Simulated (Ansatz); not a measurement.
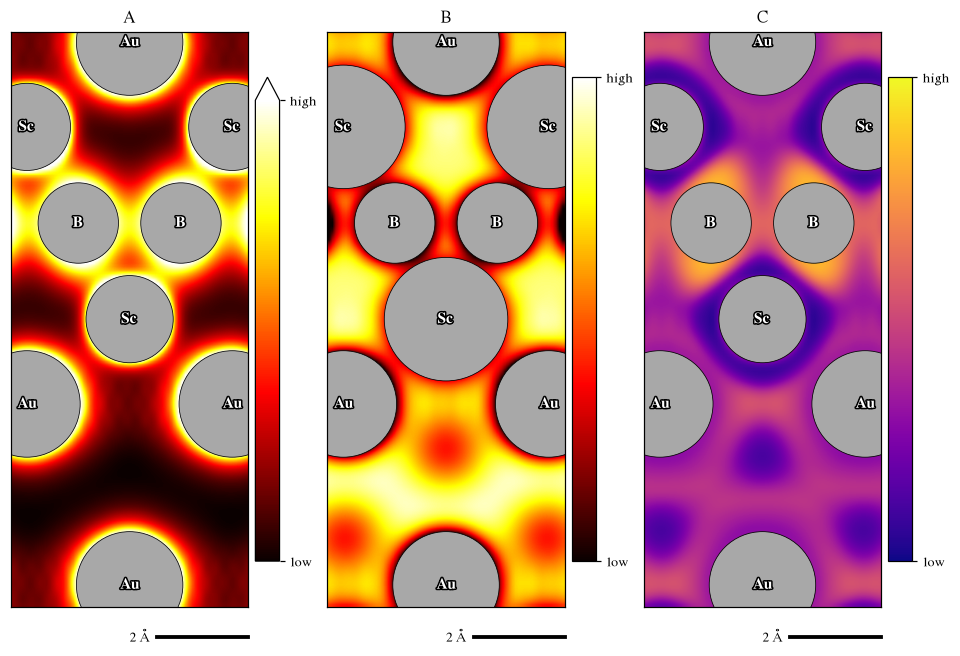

Sc3BAu: 3 fields on the (110) plane of the conventional cell, with unlabelled colour scales. Grey discs cover the atomic cores.

Space group P6₃/mmc; a structure generated by program, which may or may not match a known phase.

Method: DFT PBE, scalar-relativistic, plane waves, PAW (Ansatz).

### Match the panels to the quantities (electron localisation function, electrostatic potential energy of an electron and valence pseudo-density).

Panel A: valence pseudo-density. Panel B: electrostatic potential energy of an electron (low next to the atoms, rising into the space between them). Panel C: electron localisation function. From the grid: Sc–B (2.39 Å): the density is about 0.33 e/Å³ at the midpoint; the ELF peaks at about 0.75 in the valence shell of B, 0.8 Å from its nucleus, and is about 0.25 at the midpoint. Sc–Au (2.92 Å): the density is about 0.24 e/Å³ at the midpoint, with its minimum of 0.21 e/Å³ about 1.3 Å from Sc; the ELF is about 0.30 at the midpoint.
